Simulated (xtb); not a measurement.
# Run report: CH7FGaN, calculation of the molecule and its ions

CH7FGaN, SMILES [NH3+][GaH2-][CH2]F, computed with GFN1-xTB (xtb 6.7.1).

The geometry was optimised with GFN2-xTB.

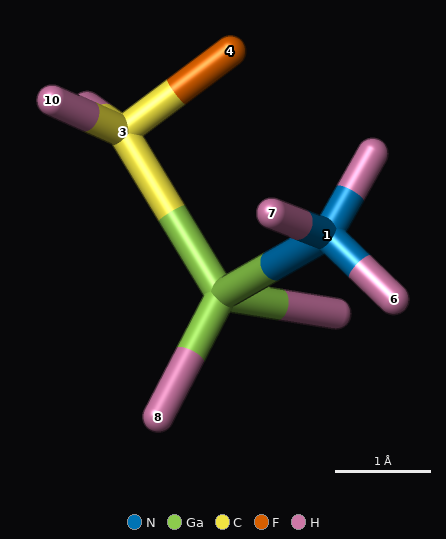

Fig. 1: The input geometry (stick view, seen at a tilt; atoms are numbered from 1 in the order of the input). Sticks mark near contacts. Bond lengths as drawn: C–F 1.43 Å, C–Ga 2.03 Å, C–H 1.09 to 1.10 Å, Ga–H 1.55 Å, Ga–N 2.14 Å and H–N 1.02 Å.

## Results in brief

| quantity | value |
| --- | --- |
| outcome | converged |
| electrons treated | 26 |
| total energy | −15.572884 hartree |
| dispersion energy | −0.002854 hartree |
| basis functions | 36 |
| hardware | 1 thread of Intel Xeon @ 2.70GHz, 189 GiB of memory available, shared host |
| peak memory | 0.071 GiB |

## Notes

Settings chosen away from the usual ones: method = gfn2-xtb; task = vipea; x = {"accuracy": 1}; geo = {"prev": "A"}.

## Input file (struc.tmol)
```
$coord
     -2.360475799531      1.470377000310      0.867818928212  n
      0.419179048964      0.458220790699     -1.899363727861  ga
      2.612867620736     -1.703493615044      0.379400314041  c
      0.522339198108     -2.981307523255      1.530073448587  f
     -3.025054683040     -0.200178688382      1.568170327259  h
     -3.845044643037      2.441734022890      0.119846430824  h
     -1.659935427871      2.488637025303      2.346000497417  h
      1.245896433966      3.133846216034     -2.778974547091  h
     -1.349396733812     -1.046038999025     -3.676594456288  h
      3.652689420812     -0.851642872585      1.956565737654  h
      3.786954461966     -3.210115562424     -0.412961850014  h
$end
```

## File .CHRG
```
0
```

## File .UHF
```
0
```

Launched with:
```bash
xtb struc.tmol --acc 1 --vipea | tee xtb.out
```

## The program's output
```
* xtb version 6.7.1
   ID    Z sym.   atoms
    1    7 n      1
    2   31 ga     2
    3    6 c      3
    4    9 f      4
    5    1 h      5-11

           -------------------------------------------------
          |                Calculation Setup                |
           -------------------------------------------------

          program call               : xtb struc.tmol --acc 1 --vipea
          coordinate file            : struc.tmol
          omp threads                :                     1

           -------------------------------------------------
          |                 G F N 1 - x T B                 |
           -------------------------------------------------

      * Hamiltonian:
        H0-scaling (s, p, d)           1.850000    2.250000    2.000000
        zeta-weighting                 0.000000
      * Dispersion:
        s8                             2.400000
        a1                             0.630000
        a2                             5.000000
        s9                             0.000000
      * Repulsion:
        kExp                           1.500000
        rExp                           1.000000
      * Coulomb:
        alpha                          2.000000
        third order                    atomic
        anisotropic                    false
      * Halogen bond correction:
        rad-scale                      1.300000
        damping                        0.440000

          ...................................................
          :                      SETUP                      :
          :.................................................:
          :  # basis functions                  36          :
          :  # atomic orbitals                  35          :
          :  # shells                           23          :
          :  # electrons                        26          :
          :  # halogen bonds                     0          :
          :  max. iterations                   250          :
          :  Hamiltonian                  GFN1-xTB          :
          :  restarted?                      false          :
          :  GBSA solvation                  false          :
          :  PC potential                    false          :
          :  electronic temp.          300.0000000     K    :
          :  accuracy                    1.0000000          :
          :  -> integral cutoff          0.2500000E+02      :
          :  -> integral neglect         0.1000000E-07      :
          :  -> SCF convergence          0.1000000E-05 Eh   :
          :  -> wf. convergence          0.2000000E-04 e    :
          :  Broyden damping             0.4000000          :
          :  net charge                          0          :
          :  unpaired electrons                  0          :
          ...................................................

 iter      E             dE          RMSdq      gap      omega  full diag
   1    -15.6187290 -0.156187E+02  0.573E+00    6.85       0.0  T
   2    -15.6743894 -0.556604E-01  0.341E+00    6.62       1.0  T
   3    -15.6762638 -0.187446E-02  0.980E-01    6.06       1.0  T
   4    -15.6763995 -0.135635E-03  0.112E-01    6.05       1.0  T
   5    -15.6764459 -0.464800E-04  0.142E-02    6.10       2.1  T
   6    -15.6764465 -0.575940E-06  0.295E-03    6.11      10.2  T
   7    -15.6764465 -0.299521E-07  0.383E-04    6.11      78.7  T
   8    -15.6764465 -0.269260E-09  0.108E-04    6.11     278.2  T
   9    -15.6764465 -0.249294E-10  0.204E-05    6.11    1481.3  T

   *** convergence criteria satisfied after 9 iterations ***

         #    Occupation            Energy/Eh            Energy/eV
      -------------------------------------------------------------
         1        2.0000           -0.8074121             -21.9708
       ...           ...                  ...                  ...
         7        2.0000           -0.5402624             -14.7013
         8        2.0000           -0.5350922             -14.5606
         9        2.0000           -0.5112433             -13.9116
        10        2.0000           -0.4774371             -12.9917
        11        2.0000           -0.4633325             -12.6079
        12        2.0000           -0.4316244             -11.7451
        13        2.0000           -0.3978504             -10.8261 (HOMO)
        14                         -0.1732151              -4.7134 (LUMO)
        15                         -0.1374897              -3.7413
        16                         -0.1313183              -3.5734
        17                         -0.1129430              -3.0733
        18                         -0.1084645              -2.9515
       ...                                ...                  ...
        35                          0.8918244              24.2678
      -------------------------------------------------------------
                  HL-Gap            0.2246353 Eh            6.1126 eV
             Fermi-level           -0.2855328 Eh           -7.7697 eV

 SCC (total)                   0 d,  0 h,  0 min,  0.011 sec
 SCC setup                      ...        0 min,  0.000 sec (  1.363%)
 Dispersion                     ...        0 min,  0.000 sec (  0.354%)
 classical contributions        ...        0 min,  0.000 sec (  0.168%)
 integral evaluation            ...        0 min,  0.003 sec ( 24.230%)
 iterations                     ...        0 min,  0.003 sec ( 24.352%)
 molecular gradient             ...        0 min,  0.005 sec ( 47.368%)
 printout                       ...        0 min,  0.000 sec (  2.054%)

         :::::::::::::::::::::::::::::::::::::::::::::::::::::
         ::                     SUMMARY                     ::
         :::::::::::::::::::::::::::::::::::::::::::::::::::::
         :: total energy             -15.572884259882 Eh    ::
         :: gradient norm              0.026059809933 Eh/a0 ::
         :: HOMO-LUMO gap              6.112638711551 eV    ::
         ::.................................................::
         :: SCC energy               -15.676446540560 Eh    ::
         :: -> electrostatic           0.038808682035 Eh    ::
         :: repulsion energy           0.106415913121 Eh    ::
         :: dispersion energy         -0.002853632444 Eh    ::
         :: halogen bond corr.         0.000000000000 Eh    ::
         :: add. restraining           0.000000000000 Eh    ::
         :: total charge              -0.000000000000 e     ::
         :::::::::::::::::::::::::::::::::::::::::::::::::::::

           -------------------------------------------------
          |        vertical delta SCC IP calculation        |
           -------------------------------------------------

 iter      E             dE          RMSdq      gap      omega  full diag
   1    -15.1323709 -0.151324E+02  0.152E+00    6.11       0.0  T
   2    -15.0932222  0.391487E-01  0.206E+00    7.34       1.0  T
   3    -15.1541851 -0.609629E-01  0.755E-01    7.23       1.0  T
   4    -15.1556110 -0.142592E-02  0.600E-01    7.65       1.0  T
   5    -15.1608361 -0.522510E-02  0.206E-01    7.62       1.0  T
   6    -15.1612538 -0.417688E-03  0.141E-01    7.61       1.0  T
   7    -15.1615562 -0.302420E-03  0.267E-02    7.61       1.1  T
   8    -15.1614924  0.638454E-04  0.602E-02    7.61       1.0  T
   9    -15.1615695 -0.770896E-04  0.859E-03    7.61       3.5  T
  10    -15.1615710 -0.155298E-05  0.438E-03    7.61       6.9  T
  11    -15.1615713 -0.256109E-06  0.272E-03    7.61      11.1  T
  12    -15.1615714 -0.161840E-06  0.612E-04    7.61      49.3  T
  13    -15.1615714 -0.813163E-08  0.410E-05    7.61     734.8  T
  14    -15.1615714 -0.281819E-10  0.301E-05    7.61    1001.7  T
     SCC iter.                  ...        0 min,  0.004 sec
     gradient                   ...        0 min,  0.005 sec
------------------------------------------------------------------------
empirical IP shift (eV):    4.8455
delta SCC IP (eV):    9.1650
------------------------------------------------------------------------
           -------------------------------------------------
          |        vertical delta SCC EA calculation        |
           -------------------------------------------------

 iter      E             dE          RMSdq      gap      omega  full diag
   1    -15.6583621 -0.156584E+02  0.193E+00    0.22       0.0  T
   2    -15.6823471 -0.239850E-01  0.177E+00    0.93       1.0  T
   3    -15.7181858 -0.358387E-01  0.119E+00    0.43       1.0  T
   4    -15.6557743  0.624115E-01  0.141E+00    0.53       1.0  T
   5    -15.7304939 -0.747196E-01  0.461E-01    0.23       1.0  T
   6    -15.7298765  0.617413E-03  0.248E-01    0.18       1.0  T
   7    -15.7287056  0.117085E-02  0.278E-01    0.22       1.0  T
   8    -15.7284369  0.268735E-03  0.271E-01    0.19       1.0  T
   9    -15.7309092 -0.247227E-02  0.982E-02    0.21       1.0  T
  10    -15.7312282 -0.319023E-03  0.306E-02    0.20       1.0  T
  11    -15.7312627 -0.344843E-04  0.644E-03    0.20       4.7  T
  12    -15.7312636 -0.930785E-06  0.311E-03    0.20       9.7  T
  13    -15.7312638 -0.239811E-06  0.319E-04    0.20      94.6  T
  14    -15.7312638  0.224875E-08  0.288E-04    0.20     104.6  T
  15    -15.7312638 -0.299286E-08  0.139E-04    0.20     217.1  T
  16    -15.7312638 -0.332582E-09  0.849E-05    0.20     354.9  T
     SCC iter.                  ...        0 min,  0.004 sec
     gradient                   ...        0 min,  0.009 sec
------------------------------------------------------------------------
empirical EA shift (eV):    4.8455
delta SCC EA (eV):   -3.3538
------------------------------------------------------------------------
           -------------------------------------------------
          |                Property Printout                |
           -------------------------------------------------

    * Orbital Energies and Occupations

         #    Occupation            Energy/Eh            Energy/eV
      -------------------------------------------------------------
         1        2.0000           -0.6253827             -17.0175
         2        2.0000           -0.5707690             -15.5314
         3        2.0000           -0.4239216             -11.5355
         4        2.0000           -0.3736974             -10.1688
         5        2.0000           -0.3634655              -9.8904
         6        2.0000           -0.3594002              -9.7798
         7        2.0000           -0.3563690              -9.6973
         8        2.0000           -0.3537323              -9.6255
         9        2.0000           -0.3280090              -8.9256
        10        2.0000           -0.2839253              -7.7260
        11        2.0000           -0.2615960              -7.1184
        12        2.0000           -0.2575090              -7.0072
        13        2.0000           -0.2175772              -5.9206
        14        0.9795            0.0474908               1.2923 (HOMO)
        15        0.0205            0.0548361               1.4922 (LUMO)
        16                          0.0675706               1.8387
        17                          0.0737114               2.0058
        18                          0.0822147               2.2372
        19                          0.1053157               2.8658
        20                          0.1180831               3.2132
        21                          0.1317992               3.5864
        22                          0.1373463               3.7374
        23                          0.1659974               4.5170
        24                          0.1977659               5.3815
        25                          0.2150440               5.8516
       ...                                ...                  ...
        35                          1.0638711              28.9494
      -------------------------------------------------------------
                  HL-Gap            0.0073453 Eh            0.1999 eV
             Fermi-level           -0.0169399 Eh           -0.4610 eV

  Mulliken/CM5 charges         n(s)   n(p)   n(d)
     1n    -0.32545 -0.90328   1.461  3.864  0.000
     2ga   -0.05967 -0.15966   1.272  1.488  0.300
     3c     0.07920  0.00539   1.082  2.839  0.000
     4f    -0.32469 -0.35208   1.825  5.500  0.000
     5h     0.11853  0.30339   0.881  0.000  0.000
     6h    -0.00077  0.18214   1.001  0.000  0.000
     7h     0.01660  0.19943   0.983  0.000  0.000
     8h    -0.18505 -0.12646   1.185  0.000  0.000
     9h    -0.16547 -0.10538   1.165  0.000  0.000
    10h    -0.06704 -0.01215   1.067  0.000  0.000
    11h    -0.08620 -0.03135   1.086  0.000  0.000

Wiberg/Mayer (AO) data.
largest (>0.10) Wiberg bond orders for each atom

 ---------------------------------------------------------------------------
     #   Z sym  total        # sym  WBO       # sym  WBO       # sym  WBO
 ---------------------------------------------------------------------------
     1   7 n    3.364 --     5 h    0.932     7 h    0.917     6 h    0.913
                             2 ga   0.539
     2  31 ga   3.540 --     9 h    0.875     8 h    0.854     3 c    0.802
                             1 n    0.539     4 f    0.121     6 h    0.101
     3   6 c    3.683 --    10 h    0.952    11 h    0.951     4 f    0.826
                             2 ga   0.802
     4   9 f    1.012 --     3 c    0.826     2 ga   0.121
     5   1 h    1.113 --     1 n    0.932
     6   1 h    1.267 --     1 n    0.913     2 ga   0.101     7 h    0.100
     7   1 h    1.254 --     1 n    0.917     6 h    0.100
     8   1 h    0.970 --     2 ga   0.854
     9   1 h    0.975 --     2 ga   0.875
    10   1 h    1.117 --     3 c    0.952
    11   1 h    1.146 --     3 c    0.951
 ---------------------------------------------------------------------------

Topologies differ in total number of bonds
Writing topology from bond orders to xtbtopo.mol

 dipole moment from electron density (au)
     X       Y       Z
  -0.2877  -0.0403   1.1863  total (Debye):    3.104

           -------------------------------------------------
          | TOTAL ENERGY              -15.627701558227 Eh   |
          | GRADIENT NORM               0.054877015870 Eh/α |
          | HOMO-LUMO GAP               0.199874580156 eV   |
           -------------------------------------------------

------------------------------------------------------------------------
------------------------------------------------------------------------
 total:
 *  cpu-time:     0 d,  0 h,  0 min,  0.042 sec
 * ratio c/w:     0.907 speedup
 SCF:
 *  cpu-time:     0 d,  0 h,  0 min,  0.034 sec
 * ratio c/w:     0.890 speedup
```

## Standard error
```
normal termination of xtb
```
